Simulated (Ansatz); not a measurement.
# GaSe3: one candidate structure

Aim: relax GaSe3 from this start, ReO3 type (Pm-3m, No. 221), and see where it ends.

Program: Ansatz 0.2.0. Level of theory: DFT r2SCAN, scalar-relativistic, plane waves, PAW. These are calculated values, not measurements.

## (1) Starting point

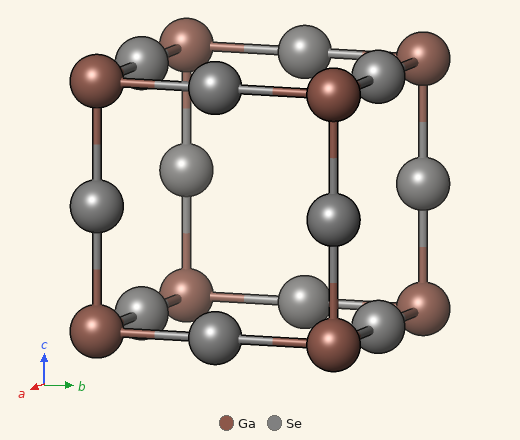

Start, viewed slightly off an axis; gallium brown, selenium grey. Atoms on the faces are drawn again on the opposite ones.

As a file:

```cif
data_structure
_symmetry_space_group_name_H-M 'Pm-3m'
_symmetry_Int_Tables_number 221
_cell_length_a 4.9489
_cell_length_b 4.9489
_cell_length_c 4.9489
_cell_angle_alpha 90.000
_cell_angle_beta 90.000
_cell_angle_gamma 90.000
_cell_volume 121.20
loop_
_atom_site_label
_atom_site_type_symbol
_atom_site_symmetry_multiplicity
_atom_site_Wyckoff_symbol
_atom_site_fract_x
_atom_site_fract_y
_atom_site_fract_z
_atom_site_occupancy
Ga1 Ga 1 a 0.00000 0.00000 0.00000 1
Se1 Se 3 d 0.50000 0.00000 0.00000 1
```

## (2) Probe: one point at the start

Input file input.yaml:

```yaml
crystal:
  lattice:
    - [4.9488718149, 0.0, 0.0]
    - [0.0, 4.9488718149, 0.0]
    - [0.0, 0.0, 4.9488718149]
  atoms:
    - { symbol: Ga, position: [0.0, 0.0, 0.0] }
    - { symbol: Se, position: [0.5, 0.0, 0.0] }
    - { symbol: Se, position: [0.0, 0.5, 0.0] }
    - { symbol: Se, position: [0.0, 0.0, 0.5] }
basis:
  ecutwfc: 500
kpoints:
  mp_grid: { grid: [4, 4, 4] }
hamiltonian:
  xc: r2scan
scf:
  occupations: { method: gaussian, width: 0.1 }
  lower_state_search: "off"
output:
  forces: true
  stress: true
  eigenvalues: true
```

On the command line:

```console
> ansatz run input.yaml --threads 1 --pin off --max-ram 2560MiB --backend cpu --events-out ev --progress --plain --runs-dir out
```

The program printed, cut to the lines that bear on the results:

```text
[...]
SCF converged after 7 iterations
Free energy (F): -20222.700929 eV
[...]
E sigma→0 (E₀):  -20222.695164 eV
Entropy (-TS):   -0.011531 eV (-2.883 meV/atom)
Fermi energy:    4.356940 eV
[...]
--- Forces (eV/Å), atoms counted from 1 ---
  atom   1  Ga    -0.00000000    -0.00000000     0.00000000
  atom   2  Se    -0.00000000    -0.00000000     0.00000000
  atom   3  Se     0.00000000    -0.00000000     0.00000000
  atom   4  Se     0.00000000    -0.00000000     0.00000000
[...]
--- Stress (GPa, compression-positive) ---
        0.969469       0.000000       0.000000
        0.000000       0.969469       0.000000
        0.000000       0.000000       0.969469
  P = ⅓ Tr σ = 0.9695 GPa (9.695 kbar)
--- Band table (eV; the first three rows and the last of 10) ---
[...]
```

Run time: 4.1 s. Hardware: 1 thread of Intel Xeon 6975P-C (Granite Rapids), shared host; peak memory 0.71 GiB.

The probe gives pressure 1.0 GPa, largest force 0.00 eV/Å, gap on this mesh none (metal). By this gap the next run takes a mesh of 10×10×10.

## (3) The relaxation

Changes to input.yaml since step 2:

```diff
@@ -13,3 +13,3 @@
 kpoints:
-  mp_grid: { grid: [4, 4, 4] }
+  mp_grid: { grid: [10, 10, 10] }
 hamiltonian:
@@ -18,3 +18,2 @@
   occupations: { method: gaussian, width: 0.1 }
-  lower_state_search: "off"
 output:
@@ -23 +22,6 @@
   eigenvalues: true
+relax:
+  adjacent_minimum: "off"
+  f_tol: 0.01
+  max_steps: 80
+  cell: { stress_tol: 0.05 }
```

On the command line:

```console
> ansatz run input.yaml --threads 1 --pin off --max-ram 2560MiB --backend cpu --events-out ev --progress --plain --runs-dir out
```

The program printed, cut to the lines that bear on the results:

```text
Warning: RAYON_NUM_THREADS=1 ignored (pool sized by the plan → 1); use --threads N
[...]
Pseudopotentials: kind: paw
Pseudopotential: Ga, paw, valence charge 13, recommended cutoff 500 eV (meta_gga), Ga.paw.azcp
Pseudopotential: Se, paw, valence charge 16, recommended cutoff 500 eV (meta_gga), Se.paw.azcp
Functional definition: r2SCAN
[...]
Crystal: 4 atoms, lattice volume = 121.204 Å³
Basis set: ecut = 500 eV, 3071 PW (Γ), exchange–correlation on 160×160×160 points (64 copies of the dense FFT grid, shifted against one another)
Bands: 37, of which v1, the nominal top of the filled ones, is band 31 counted from 1 (30 counted from 0)
Symmetry: 48 space group operations
Space group: Pm-3m (ITA 221), of the structure as read, at distance tolerance 4.9e-5 Å
k-points: 56 of 1000
[...]
        0.035038       0.000000       0.000000
        0.000000       0.035038       0.000000
        0.000000       0.000000       0.035038
  P = ⅓ Tr σ = 0.0350 GPa (0.350 kbar)
--- Band table (eV; the first three rows and the last of 56) ---
[...]
--- Relaxed structure (2 steps of the walk, 2 accepted, 1 SCFs on fresh bases) ---
  F+E_penalty+E_count = -20222.65939777 eV   max|allowed force component| = 4.109e-30 eV/Å   (the final SCF, on the basis selected at the relaxed cell)
  cell:  # Å, volume = 123.9620 Å³
    - [4.986120988716454, -1.2839532962581572e-34, -1.2839532962581572e-34]
    - [-1.2839532962581572e-34, 4.986120988716454, 0.0]
    - [-1.2839532962581572e-34, 0.0, 4.986120988716454]
  atoms:
    - { symbol: Ga, position: [5.438200825177801e-48, 5.899065301887785e-48, 5.530373720519799e-49] }
    - { symbol: Se, position: [0.49999999999999994, 1.106524589978169e-48, -1.844207649963615e-49] }
    - { symbol: Se, position: [1.0156505898350343e-48, 0.49999999999999994, -1.8434579068399327e-49] }
    - { symbol: Se, position: [1.0156505898350343e-48, -5.530373720519797e-48, 0.49999999999999994] }
```

Wall time 47 s (1 thread of Intel Xeon 6975P-C (Granite Rapids), shared host); peak memory 0.85 GiB.

The steps of the relaxation:

```csv
step,E - E(step 1) (eV/cell),largest force component (eV/Å),pressure (GPa),volume (Å³)
1,0.0000,0.0000,1.05,121.20
2,-0.0089,0.0000,0.03,123.96
3,-0.0092,0.0000,0.04,123.96
```

Step 1 is the start. Step 3 repeats the geometry before it on a plane-wave basis chosen anew for that cell, so its energy need not be comparable with the rows above.

|  | before | after | change |
| --- | --- | --- | --- |
| a (Å) | 4.949 | 4.986 | +0.8 % |
| b (Å) | 4.949 | 4.986 | +0.8 % |
| c (Å) | 4.949 | 4.986 | +0.8 % |
| volume (Å³/atom) | 30.30 | 30.99 | +2.3 % |
| shortest distance (Å) | 2.474 | 2.493 | +0.8 % |
| space group (0.01 Å) | Pm-3m | Pm-3m | same |

Forces and stress were held to the start's 48 operations: a distortion of lower symmetry was not tested.

## (4) Results

Formation energies count from the elements, computed with the same settings in runs not shown here.

| quantity | value |
| --- | --- |
| cell | a = 4.986 Å, b = 4.986 Å, c = 4.986 Å, α = 90.00°, β = 90.00°, γ = 90.00° |
| space group | Pm-3m (No. 221) |
| volume | 30.99 Å³/atom |
| gap on the mesh | none (metal) |
| formation energy from the elements | +0.501 eV/atom |

In words: The space group stayed Pm-3m, and from the first guess the volume went from 30.30 to 30.99 Å³/atom. The formation energy of +0.50 eV/atom is positive, so the elements lie lower than this structure; another structure of the compound can lie lower. The final runs have no spin polarisation, so no magnetic state was tried and one may lie lower.
